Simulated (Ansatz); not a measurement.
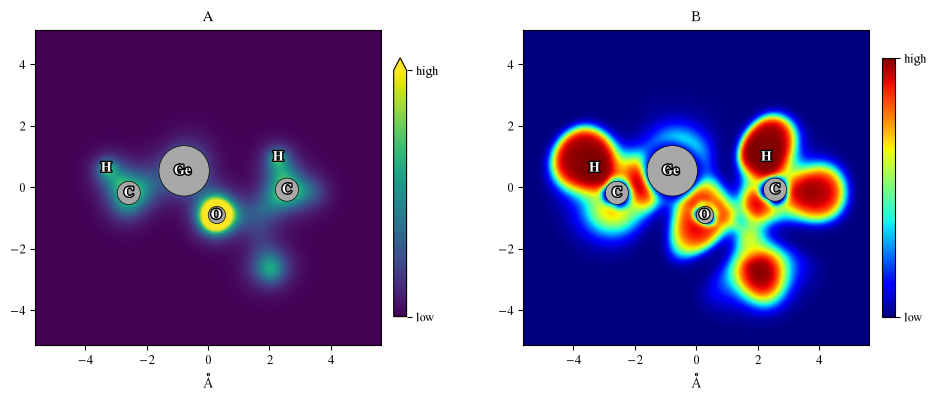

C$_{5}$H$_{14}$GeO (GeHMe2(OiPr)): 2 fields on the plane of atoms Ge1, C3 and H4, with unlabelled colour scales. Grey discs cover the atomic cores.

Geometry: PBE0-D4/def2-SVP.

These are results of Ansatz, RKS PBE0-D4/def2-TZVP, not measurements.

Match the panels to the quantities (electron density and electron localisation function).

Answer. Panel A: electron density. Panel B: electron localisation function. From the grid: Ge–O (1.79 Å): ρ is about 0.96 e/Å³ halfway; the ELF peaks at about 0.85 in the valence shell of O, 0.6 Å from its nucleus, and is about 0.35 at the midpoint. C–Ge (1.94 Å): ρ at the midpoint is about 0.9 e/Å³; the ELF peaks at about 0.95 in the valence shell of C, 0.7 Å from its nucleus, and is about 0.70 at the midpoint.
